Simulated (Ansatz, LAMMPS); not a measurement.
**Electronic structure of amorphous polythiophene with methane (capped chains of 7 units) at 440 K (258 atoms)**

Wanted: forces, charges and levels of amorphous polythiophene with methane (capped chains of 7 units) at 440 K (258 atoms).

Main program and level: Ansatz 0.2.0; Kohn-Sham DFT, r2SCAN+D4, PAW (set soft_2), plane waves.

## Step 1: The structure

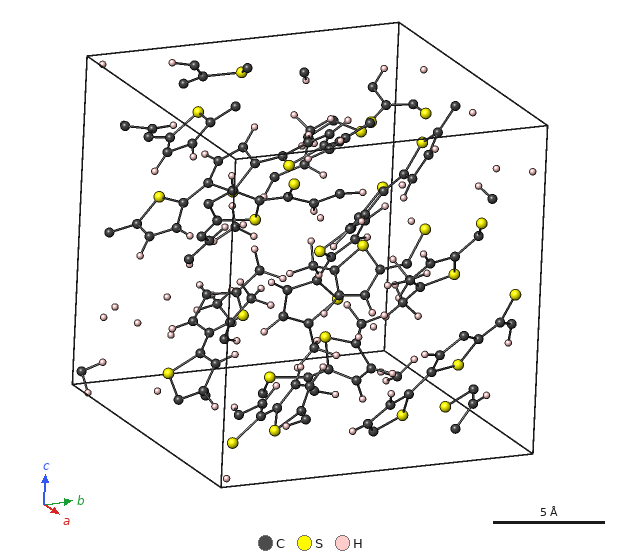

The cell as given, slightly off an axis (carbon dark grey, sulfur yellow, hydrogen pink). Bonds to atoms that aren't drawn are left out. Some periodic images of atoms are drawn too.

The cell holds 258 atoms: 126 C, 28 S and 104 H. Its edges and angles: a = 15.607 Å, b = 15.607 Å, c = 15.607 Å, α = 90.0°, β = 90.0°, γ = 90.0°. 4 polythiophene chains of 7 units with methyl end groups, 6 methane placed at random, at 1.1 g/cm³; overlaps pushed apart, then 20 ps at 800 K with MMFF94 bonds, angles, torsions, charges and radii (Halgren, J. Comput. Chem. 17, 490 (1996)) in harmonic and 12-6 forms. Snapshot after 30 ps at 440 K and fixed volume.

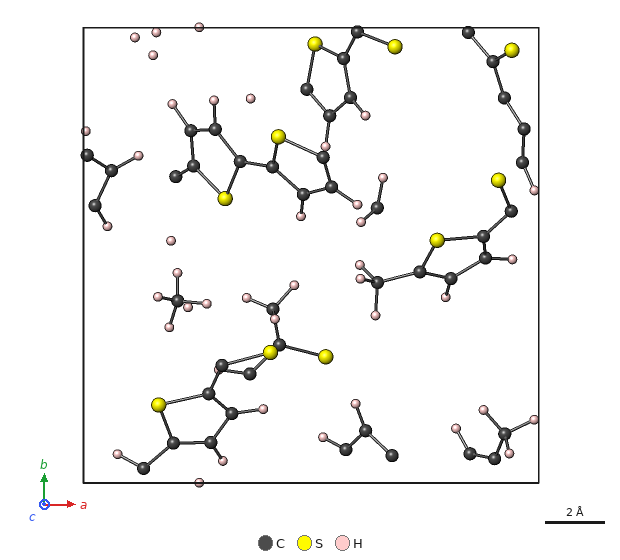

A slice 6 Å thick through the middle of the cell. Bonds to atoms that aren't drawn are left out.

Before any run, some limits are plain. The network of contacts between molecules at the start is that of the classical potential that made the cell, and needn't be the one that DFT or experiment would give. The density was typed from a rule of thumb and may lie off the real one at this temperature. The Brillouin zone is sampled at Γ only, in a cell whose shortest periodic width is 16 Å.

## Step 2: The classical run that made the cell

A classical potential supplies the starting structure, since it reaches far longer times than DFT.

This step: classical MD, MMFF94 bonds, angles, torsions, charges and radii (Halgren, J. Comput. Chem. 17, 490 (1996)) in harmonic and 12-6 forms; charges of ions scaled by 0.8 (LAMMPS 22 Jul 2025 - Update 4).

Input file in.lmp:

```
# amorphous polythiophene with methane
units real
atom_style full
boundary p p p
bond_style harmonic
angle_style harmonic
dihedral_style opls
improper_style harmonic
special_bonds lj 0 0 0.5 coul 0 0 0.75
read_data data.lmp
neigh_modify delay 0 every 1 check yes one 4000
comm_modify cutoff 12.0
timestep 0.5
thermo_style custom step time temp pe press density
thermo_modify norm yes
# push overlapping molecules apart
pair_style soft 2.6
pair_coeff * * 0.0
variable a equal ramp(1,60)
fix ad all adapt 1 pair soft a * * v_a
velocity all create 800 752839 mom yes dist gaussian
fix lim all nve/limit 0.03
fix lan all langevin 800 800 50 752840 zero yes
thermo 1000
run 3000 post no
unfix ad
pair_style lj/cut/coul/long 9.0
pair_modify mix arithmetic tail yes
pair_coeff 1 1 0.0678 3.3680   # C
pair_coeff 2 2 0.0678 3.5860   # C
pair_coeff 3 3 0.2681 3.7370   # S
pair_coeff 4 4 0.0216 2.5400   # H
kspace_style pppm 1.0e-4
thermo 100
# [... 16 lines left out ...]
compute msd all msd com yes
thermo 7500
fix md all nvt temp 440 440 100
run 30000 post no
print "== T440: mean square displacement over the hold $(c_msd[4]:%.2f) A^2"
unfix md
uncompute msd
write_dump all custom T440.dump id type xs ys zs modify sort id
```

Started as:

```console
lmp -in in.lmp -log none -nocite
```

Numbers of over 12 decimals in the logs are rounded to 6 here.

The log of the run:

```text
LAMMPS (22 Jul 2025 - Update 4)
Reading data file ...
  orthogonal box = (0 0 0) to (15.60683 15.60683 15.60683)
  258 atoms
  orthogonal box = (0 0 0) to (15.60683 15.60683 15.60683)
  276 bonds
  448 angles
  544 dihedrals
  112 impropers
   Step          Time           Temp          PotEng         Press         Density
         0   0              800            0.74945829    -2576.0137      1.0990008
      1000   500            725.36983      2.7659991      5251.7608      1.0990008
      2000   1000           615.08767      2.3510152      4871.8565      1.0990008
      3000   1500           710.68629      2.443183       9250.071       1.0990008
[... 29 lines left out ...]
Loop time of 14.7041 s on 1 MPI rank(s) for 20000 steps with 258 atoms
   Step          Time           Temp          PotEng         Press         Density
[... 4 lines left out ...]
Loop time of 14.3415 s on 1 MPI rank(s) for 20000 steps with 258 atoms
   Step          Time           Temp          PotEng         Press         Density
[... 2 lines left out ...]
     52500   51500          472.9899       1.2880424      2051.3599      1.0990008
     60000   59000          529.26515      1.3055206      1226.5484      1.0990008
     67500   66500          411.88284      1.1324063     -342.18928      1.0990008
     72000   71000          402.3565       1.2266299     -3168.3149      1.0990008
Loop time of 21.0697 s on 1 MPI rank(s) for 30000 steps with 258 atoms
== T440: mean square displacement over the hold 24.72 A^2
```

It took 53 s on 1 thread of Arm Neoverse V2, shared host; peak memory 0.13 GiB.

The input also reads data.lmp (atoms, bonds and types; not printed here).

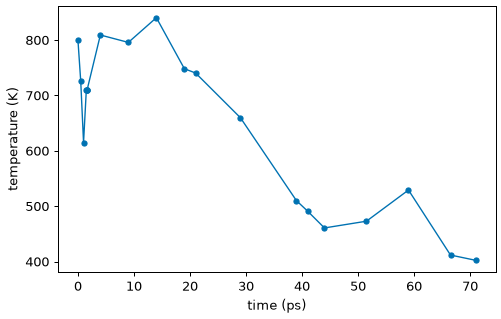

Temperature, plotted against time.

## Step 3: Plane-wave single point

One self-consistent run at the given positions yields energy and forces.

Input file input.yaml:

```yaml
crystal:
  lattice:
    - [15.60683, 0.0, 0.0]
    - [0.0, 15.60683, 0.0]
    - [0.0, 0.0, 15.60683]
  atoms:
    - { symbol: C, position: [0.42382, 0.84335, 0.2965] }
    - { symbol: C, position: [0.49053, 0.86441, 0.36209] }
    - { symbol: C, position: [0.54076, 0.80633, 0.40424] }
    - { symbol: C, position: [0.58642, 0.84635, 0.46566] }
    - { symbol: C, position: [0.57133, 0.93214, 0.47307] }
    - { symbol: S, position: [0.50864, 0.96377, 0.39626] }
    - { symbol: C, position: [0.60162, 0.99053, 0.53958] }
    - { symbol: C, position: [0.57626, 0.0732, 0.55488] }
    - { symbol: C, position: [0.61969, 0.11473, 0.62075] }
    - { symbol: C, position: [0.67766, 0.06001, 0.65738] }
    - { symbol: S, position: [0.6841, 0.95794, 0.60693] }
    - { symbol: C, position: [0.73196, 0.08162, 0.72081] }
    - { symbol: C, position: [0.76338, 0.03589, 0.78611] }
    - { symbol: C, position: [0.82387, 0.08222, 0.84098] }
    - { symbol: C, position: [0.83782, 0.16308, 0.80675] }
    - { symbol: S, position: [0.77032, 0.18497, 0.72485] }
    - { symbol: C, position: [0.90097, 0.22301, 0.83133] }
    - { symbol: C, position: [0.90058, 0.30745, 0.80298] }
    - { symbol: C, position: [0.9656, 0.35787, 0.84723] }
    - { symbol: C, position: [0.02365, 0.30339, 0.89216] }
    - { symbol: S, position: [0.98232, 0.20129, 0.89811] }
    - { symbol: C, position: [0.09731, 0.32805, 0.93514] }
    - { symbol: C, position: [0.1453, 0.27587, 0.98907] }
    - { symbol: C, position: [0.2293, 0.31726, 0.00554] }
    - { symbol: C, position: [0.23141, 0.40446, 0.99494] }
    - { symbol: S, position: [0.13326, 0.43453, 0.94764] }
    - { symbol: C, position: [0.29525, 0.46895, 0.01717] }
    - { symbol: C, position: [0.29967, 0.5541, 0.98761] }
    - { symbol: C, position: [0.35737, 0.60358, 0.03075] }
    - { symbol: C, position: [0.4047, 0.55864, 0.09145] }
    - { symbol: S, position: [0.37343, 0.45067, 0.09278] }
    - { symbol: C, position: [0.47738, 0.58734, 0.13551] }
    [... 220 atom lines left out ...]
    - { symbol: H, position: [0.96727, 0.03296, 0.0137] }
    - { symbol: C, position: [0.20028, 0.97278, 0.28093] }
    - { symbol: H, position: [0.25432, 0.00066, 0.31564] }
    - { symbol: H, position: [0.15296, 0.93925, 0.3326] }
    - { symbol: H, position: [0.23105, 0.92527, 0.24085] }
    - { symbol: H, position: [0.15525, 0.01443, 0.25158] }
kpoints:
  mp_grid: { grid: [1, 1, 1] }
hamiltonian:
  xc: r2scan
  dispersion: d4
scf:
  occupations: { method: fermi_dirac, width: 0.025 }
output:
  forces: true
  stress: true
  populations: intrinsic
  dos:
    method: { smearing: { sigma: 0.08 } }
    de: 0.1
    projected: { site_lists: { C: [C], H: [H], S: [S] } }
  eigenvalues: true
  write_density: true
  write_potential: true
  volumetric_format: npy
```

Started as:

```console
ansatz run input.yaml --threads 8 --pin off --max-ram 15872MiB --backend cpu --events-out ev --progress --plain --runs-dir out
```

The log of the run:

```text
Engine: ansatz 0.2.0, aarch64-unknown-linux-gnu
Pseudopotentials: kind: paw
Pseudopotential: C, paw, valence charge 4, recommended cutoff 500 eV (meta_gga), C.paw.azcp
Pseudopotential: S, paw, valence charge 6, recommended cutoff 500 eV (meta_gga), S.paw.azcp
Pseudopotential: H, paw, valence charge 1, recommended cutoff 500 eV (meta_gga), H.paw.azcp
Functional definition: r2SCAN
  parameter k0 = 0.174
  parameter k1 = 0.065
  parameter a1 = 4.9479
  exchange = r2scan_x(k0 = k0, k1 = k1, a1 = a1)
  correlation = r2scan_c
Crystal: 258 atoms, lattice volume = 3801.405 Å³
Basis set: ecut = 500 eV, 96561 PW (Γ), exchange–correlation on 480×480×480 points (64 copies of the dense FFT grid, shifted against one another)
Bands: 646, of which v1, the nominal top of the filled ones, is band 388 counted from 1 (387 counted from 0)
Symmetry: 1 space group operations
Space group: P1 (ITA 1), of the structure as read, at distance tolerance 1.6e-4 Å
k-points: 1
Non-local potential: C, projectors of the file, l = 0: 2, l = 1: 2, l = 2: 1
Non-local potential: S, projectors of the file, l = 0: 2, l = 1: 2, l = 2: 2
Non-local potential: H, projectors of the file, l = 0: 2, l = 1: 1
PAW form: soft (Blöchl's): semilocal exchange-correlation on the pseudo side does not see the compensation charge
PAW frozen core: C, regenerated for the run's functional (the file was generated under x = pbe(κ = 0.804, μ = 0.219515), c = pbe(β = 0.066725))
PAW frozen core: S, regenerated for the run's functional (the file was generated under x = pbe(κ = 0.804, μ = 0.219515), c = pbe(β = 0.066725))
PAW one-centre angular grid: C, 302 points (default); XC on 239 of its mesh's 2573 points in the sphere
PAW one-centre angular grid: S, 302 points (default); XC on 160 Gauss nodes
PAW one-centre angular grid: H, 302 points (default); XC on 160 Gauss nodes
Initial density: superposition of atomic densities (neutral atoms: chi_scale 0, normalization atom), corrected by the library's trained network
Initial wavefunctions: pseudopotential atomic-orbital guess
Functional: x = r2scan, c = r2scan; τ floored in thin density (d = 2e-4 eV/Å³)
SCF iter   1: F=—  HF=-58717.581175 eV  |F-HF|=—  |Δ(HF+E_count)|=         —  Δρ=7.05e-3  dr2=2.46e0  dr2_τ=2.75e1  ethr=1.77e-3  ⟨swp⟩=6.0  Hψ=3033  notcnv=0  defer=113
preconditioner: auto → Resta (q_TF=auto, 2.094 Å⁻¹)  ε∞=2.4  [insulator: Δε(μ)=1.412 eV  Ē_g=14.164 eV  σ=0.025 eV  W_gap=1.00  n_scr=618 (ndim 8)  ℏωp=16.6 eV  f_vac=0.274  D(μ)=0.00/eV (n_scr^D=0)  ε∞_Penn≈2.4]
SCF iter   2: F=—  HF=-58716.434923 eV  |F-HF|=—  |Δ(HF+E_count)|=    1.15e0  Δρ=4.20e-3  dr2=3.97e-1  dr2_τ=3.09e-2  ethr=3.17e-4  ⟨swp⟩=2.0  Hψ=1131  notcnv=0  defer=254
SCF iter   3: F=—  HF=-58716.436833 eV  |F-HF|=—  |Δ(HF+E_count)|=   1.91e-3  Δρ=1.32e-3  dr2=6.23e-2  dr2_τ=6.76e-3  ethr=5.11e-5  ⟨swp⟩=2.0  Hψ=602  notcnv=0  defer=254
SCF iter   4: F=—  HF=-58716.459270 eV  |F-HF|=—  |Δ(HF+E_count)|=   2.24e-2  Δρ=3.88e-4  dr2=1.03e-2  dr2_τ=1.00e-3  ethr=8.03e-6  ⟨swp⟩=2.0  Hψ=743  notcnv=0  defer=254
SCF iter   5: F=—  HF=-58716.463116 eV  |F-HF|=—  |Δ(HF+E_count)|=   3.85e-3  Δρ=1.61e-4  dr2=1.87e-3  dr2_τ=1.17e-4  ethr=1.33e-6  ⟨swp⟩=2.0  Hψ=767  notcnv=0  defer=254
SCF iter   6: F=—  HF=-58716.465608 eV  |F-HF|=—  |Δ(HF+E_count)|=   2.49e-3  Δρ=7.31e-5  dr2=4.27e-4  dr2_τ=2.81e-5  ethr=2.41e-7  ⟨swp⟩=2.0  Hψ=701  notcnv=0  defer=254
SCF iter   7: F=—  HF=-58716.466084 eV  |F-HF|=—  |Δ(HF+E_count)|=   4.76e-4  Δρ=2.52e-5  dr2=5.08e-5  dr2_τ=3.73e-6  ethr=5.50e-8  ⟨swp⟩=2.0  Hψ=758  notcnv=0  defer=254
SCF iter   8: F=—  HF=-58716.466386 eV  |F-HF|=—  |Δ(HF+E_count)|=   3.02e-4  Δρ=1.09e-5  dr2=9.84e-6  dr2_τ=6.74e-7  ethr=6.55e-9  ⟨swp⟩=2.0  Hψ=953  notcnv=0  defer=254
SCF iter   9: F=—  HF=-58716.466410 eV  |F-HF|=—  |Δ(HF+E_count)|=   2.39e-5  Δρ=4.65e-6  dr2=1.85e-6  dr2_τ=1.38e-7  ethr=1.27e-9  ⟨swp⟩=2.0  Hψ=772  notcnv=0  defer=254
SCF iter  10: F=—  HF=-58716.466414 eV  |F-HF|=—  |Δ(HF+E_count)|=   3.91e-6  Δρ=1.74e-6  dr2=2.37e-7  dr2_τ=1.86e-8  ethr=2.38e-10  ⟨swp⟩=2.0  Hψ=751  notcnv=0  defer=254
SCF iter  11: F=-58716.466415 eV  HF=-58716.466415 eV  |F-HF|=1.48e-7  |Δ(HF+E_count)|=   8.50e-7  Δρ=8.21e-7  dr2=5.09e-8  dr2_τ=3.68e-9  ethr=1.29e-11  ⟨swp⟩=22.0  Hψ=6350  notcnv=0
SCF 1 converged in 11 iterations: F = -58716.466415 eV  dr2 = 5.09e-8
  greatest PAW one-centre occupation: 0.887 electrons in one spin orbital (limit 2), on the S atom at site 5 (counted from 0), in its partial waves of l = 0
WARN: The input density's exchange-correlation potential varies sharply where the density is thin. Do not read a vacuum level from v_tot or v_xc, or from such a field of the output density. On a cell that repeats whose density bears no net charge and no dipole along the vacuum's axis use v_es (v_loc + v_h of the components); [...]
SCF converged after 11 iterations
Free energy (F): -58716.466415 eV
Harris-Foulkes:  -58716.466415 eV  (|F-HF|=1.48e-7)
Internal energy: -58716.466415 eV  (E = F + TS)
E sigma→0 (E₀):  -58716.466415 eV
Fermi energy:    1.536091 eV
--- Per-component energies (eV) ---
  E_band       = -5951.424650
  E_kinetic    = 15836.494418
  E_local      = -55800.872404  (includes V_loc(G=0)·N_el)
  E_nonlocal   = 4368.964897
  E_hartree    = 21113.608167
  E_xc         = -9424.878630
  E_vxc        = -12202.175449  (∫ρ·V_xc dr)
  E_paw        = -29835.057552  (= ΣΔE_a)
  E_vpaw       = -1069.322219  (= ΣTr[D̂ρ^β])
  E_aug_tail   = -0.049811  (compensation charges beyond the density's cutoff)
  E_vtau       = 688.329960  (kinetic-family band-sum trace: ∫τ·v_τ [+ j·A + Jᵃ·Aᵃ] dr)
  E_ewald      = -4960.368801
  E_disp       = -8.111739  (pairwise vdW)
  E_core_change = -6.194960  (= ΣΔE_core)
  E_smearing   = -0.000000  (= −TS)
  E_closure    = -0.000000  (closes the sum)
  Σ components = -58716.466415   (vs F -58716.466415, Δ=0.00e0)
--- Forces (eV/Å), atoms counted from 1 ---
  atom   1  C      1.79716822     1.24511733    -0.91091824
  atom   2  C     -0.55089085    -1.35554897    -1.92518394
  atom   3  C     -1.73260788    -0.33039661    -1.63419519
  atom   4  C      1.05843122    -0.61942055     1.88571851
  atom   5  C      2.17177549     0.50370754     2.78959083
  atom   6  S     -2.05634694     2.04366446    -1.62653689
  atom   7  C      0.21636151    -1.06924916    -1.01543706
  atom   8  C      0.39098131    -0.57080213     0.06033554
  atom   9  C     -0.63431386    -0.83825860    -0.08771803
  atom  10  C     -1.22168863    -1.09212788    -2.01079954
  atom  11  S     -0.66230702     1.54762776     0.28200713
  atom  12  C      1.58864526     1.66854525     1.90161162
  atom  13  C      1.57577369    -1.67115176     2.61885476
  atom  14  C     -0.88944462    -0.59786123    -1.57517591
[...]
atom 257  H     -0.57614485    -0.12392368    -0.39837617
  atom 258  H      0.09068626     0.89927729    -0.83728185
  max |Σ_I F_I| component: 3.81e-5 eV/Å
--- Stress (GPa, compression-positive) ---
        1.118959      -0.025393       1.266560
       -0.025393      -0.293734      -0.026794
        1.266560      -0.026794       0.644500
  P = ⅓ Tr σ = 0.4899 GPa (4.899 kbar)
--- Band table (eV) ---
  k-point 0: bands = ["-18.9763", "-18.9556", "-18.9112", "-18.8106", [... 630 levels ...], "9.7056", "9.7271", "9.7322", "9.7561", "9.7691", "9.7810", "9.8211", "9.8402", "9.8446", "9.8540", "9.8907", "9.8965"]
--- intrinsic populations: 258 sites ---
  site symbol       q [e]
     0      C      4.5352
     1      C      4.1629
     2      C      4.2171
[...]
257      H      0.7949
  spilling = -0.000000 (of n_electrons = 776.000000)
```

Run time: 2 min. Hardware: 8 threads of Arm Neoverse V2, shared host; peak memory 12 GiB; 16 min of CPU time.

The program notes that the exchange-correlation potential is rough where the density is thin.

Read from the output:

| Item | Value |
| --- | --- |
| free energy | -58716.4664 eV |
| free energy per atom | -227.5832 eV/atom |
| SCF cycles | 11 |
| pressure | 0.4899 GPa |
| r.m.s. force component | 1.137 eV/Å |
| longest force | 4.833 eV/Å |
| Fermi energy | 1.536 eV |
| gap (highest filled to lowest empty level) | 1.276 eV |

Neighbours are counted within 1.85 Å (C-C), 1.34 Å (C-H), 2.17 Å (C-S).

Length of the force by element and coordination:

| element | coordination | atoms | mean length of the force (eV/Å) | spread | least | most |
| --- | --- | --- | --- | --- | --- | --- |
| C | all | 126 | 2.25 | 1.04 | 0.305 | 4.83 |
| C | 3 | 112 | 2.19 | 1.06 | 0.305 | 4.83 |
| C | 4 | 14 | 2.67 | 0.729 | 1.63 | 3.82 |
| H | all | 104 | 1.07 | 0.664 | 0.153 | 3.55 |
| S | all | 28 | 1.39 | 0.626 | 0.470 | 3.32 |

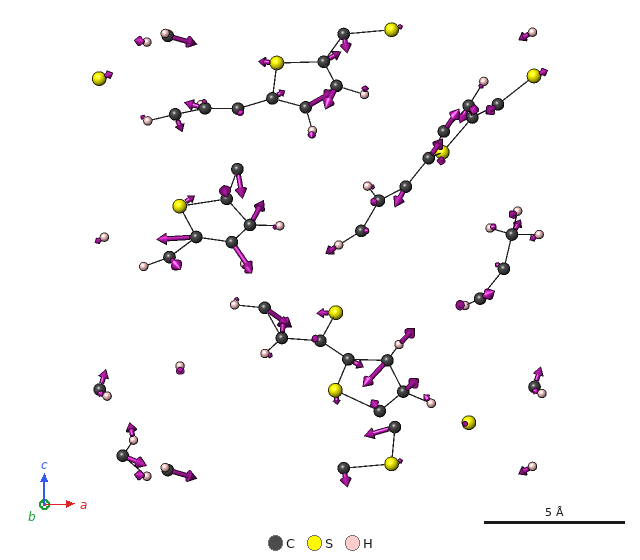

Forces as arrows; the longest in the cell is 4.83 eV/Å. Drawn is a slice 4 Å thick, seen along the normal of the ac plane. Bonds to atoms that aren't drawn are left out.

Intrinsic-atomic-orbital charges by element and coordination:

| element | coordination | atoms | mean charge (e) | spread | least | most |
| --- | --- | --- | --- | --- | --- | --- |
| C | all | 126 | -0.233 | 0.141 | -0.756 | -0.106 |
| C | 3 | 112 | -0.186 | 0.0345 | -0.252 | -0.106 |
| C | 4 | 14 | -0.607 | 0.104 | -0.756 | -0.495 |
| H | all | 104 | 0.186 | 0.0133 | 0.138 | 0.214 |
| S | all | 28 | 0.356 | 0.04 | 0.285 | 0.460 |

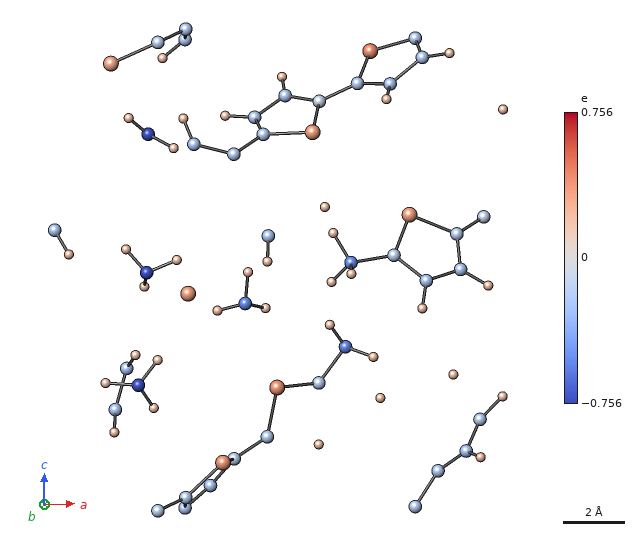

Atoms coloured by intrinsic-atomic-orbital charge. Drawn is a slice 4 Å thick, seen along the normal of the ac plane. Bonds to atoms that aren't drawn are left out.

Density of states as counts of states in windows of 1 eV (from the Fermi level), total and the larger projections:

| from (eV) | to (eV) | total | C p | S p | H s | C s |
| --- | --- | --- | --- | --- | --- | --- |
| -14 | -13 | 14.1 | 5.1 | 0.3 | 1.6 | 6.3 |
| -13 | -12 | 19.7 | 11.0 | 0.4 | 1.3 | 5.2 |
| -12 | -11 | 27.7 | 14.3 | 1.6 | 3.3 | 7.2 |
| -11 | -10 | 46.6 | 24.0 | 5.6 | 5.9 | 6.6 |
| -10 | -9 | 40.5 | 21.8 | 5.0 | 5.8 | 4.1 |
| -9 | -8 | 21.5 | 14.4 | 1.9 | 2.8 | 1.7 |
| -8 | -7 | 80.4 | 54.6 | 7.7 | 13.4 | 1.9 |
| -7 | -6 | 105.7 | 72.8 | 10.8 | 17.8 | 1.4 |
| -6 | -5 | 95.9 | 54.6 | 24.6 | 12.9 | 0.8 |
| -5 | -4 | 38.0 | 17.2 | 15.6 | 2.5 | 0.5 |
| -4 | -3 | 38.6 | 24.7 | 13.1 | 0.3 | 0.1 |
| -3 | -2 | 41.6 | 23.1 | 17.8 | 0.2 | 0.1 |
| -2 | -1 | 15.9 | 13.9 | 1.4 | 0.3 | 0.1 |
| -1 | 0 | 8.0 | 7.5 | 0.2 | 0.1 | 0.0 |
| 0 | 1 | 7.8 | 5.6 | 1.8 | 0.1 | 0.1 |
| 1 | 2 | 18.4 | 13.5 | 3.2 | 0.4 | 0.2 |
| 2 | 3 | 45.2 | 20.8 | 11.2 | 2.6 | 3.7 |
| 3 | 4 | 67.3 | 25.0 | 9.7 | 7.8 | 5.5 |
| 4 | 5 | 89.8 | 31.0 | 8.1 | 9.7 | 6.0 |

The curve was stored every 0.100 eV, coarse against its broadening of 0.08 eV, so these counts are rough.

Between -21 and -14 eV lie 182 more states.

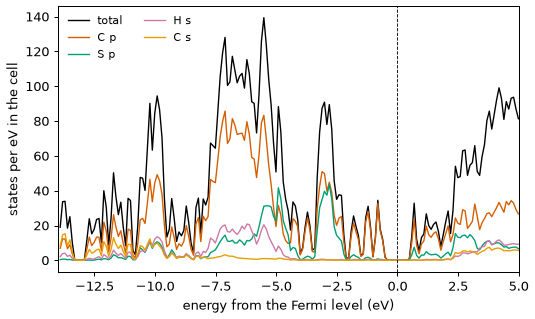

Total and projected density of states, with the broadening of the input.

The levels nearest the highest filled one (over half full), pooled over k-points and spins:

| level less the highest filled one (eV) | occupation |
| --- | --- |
| -0.535 | 2 |
| -0.517 | 2 |
| -0.203 | 2 |
| -0.192 | 2 |
| -0.140 | 2 |
| 0 | 2 |
| 1.28 | 0 |
| 1.33 | 0 |
| 1.36 | 0 |
| 1.61 | 0 |
| 1.78 | 0 |
| 1.83 | 0 |

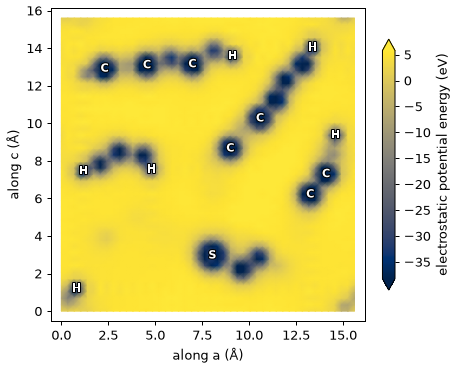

Electrostatic potential energy in the ac plane at fractional y = 0.061, with atoms of C and H and S within 0.2 Å of it. With pseudopotentials it is smooth inside the atoms' cores, unlike the true potential.

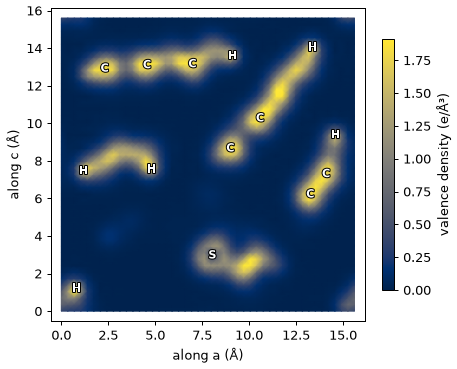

Valence density in the ac plane at fractional y = 0.061, with atoms of C and H and S within 0.2 Å of it. It is the smooth field of the valence electrons, not physical close to the nuclei.

Mean intrinsic-atomic-orbital charges: C -0.23, H +0.19, S +0.36 e. The largest share in the top eV of filled states is C p (93 % of the projected weight), and in the lowest eV of empty states C p (77 % of the projected weight).

(Part 1 of 2 ends here.)

[Logs are printed without paths, hosts, clocks, repeated set-up lines and the standing remarks that a program may print on its own settings, such as how far it seeks lower states.]

[Hosts, paths, dates, database ids (printed as entryN), source tags and the programs' standing remarks are cut or masked in the printed files.]

[The MMFF94 radii named for the starting cell were scaled by 0.96; in molecules described by MMFF94, hydrogen bound to N, O or S took a small fixed 12-6 site in their place.]
